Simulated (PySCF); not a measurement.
# BrCl3Si: the cost of one run

Computed with PySCF 2.14.0 and routines of our own; the level stands in each step. Atoms count from 0.

### 1 The system as given

5 atoms, charge 0, multiplicity 1; geometry from: GFN2-xTB.

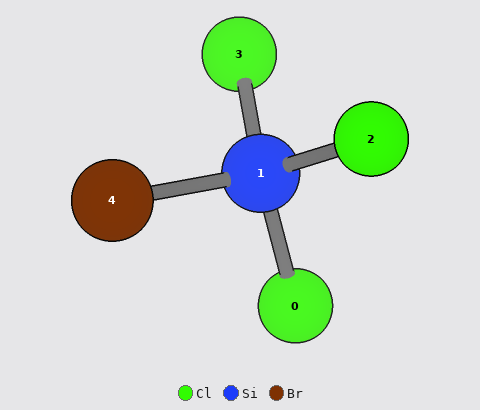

The starting geometry (chlorine green, silicon blue, bromine brown).

### 2 Relaxing the molecule at PBE0-D3(BJ)/def2-SVP

The job: settings as JSON, then the geometry in Å.

```
{"job": {"xc": "PBE0", "basis": "def2-SVP", "d3": "d3bj", "grid": 1, "maxiter": 30, "shake": 0.01, "kind": "geom"}, "charge": 0, "multiplicity": 1}
Cl    -0.547280    -1.473650    -1.305860
Si    -0.063880     0.007790    -0.027120
Cl    -0.079980     1.800140    -0.949660
Cl    -1.256020     0.027240     1.561530
Br     1.980740    -0.395490     0.683210
```

Run with:

```console
$ OMP_NUM_THREADS=1 python heavy_run.py task.json out
```

The driver reads the jobs from task.json and runs them one after another.

Q: Estimate the wall time and peak memory of this first job on 1 thread of Arm Neoverse V2, shared host.

About 36 s, with a peak of 0.48 GiB.
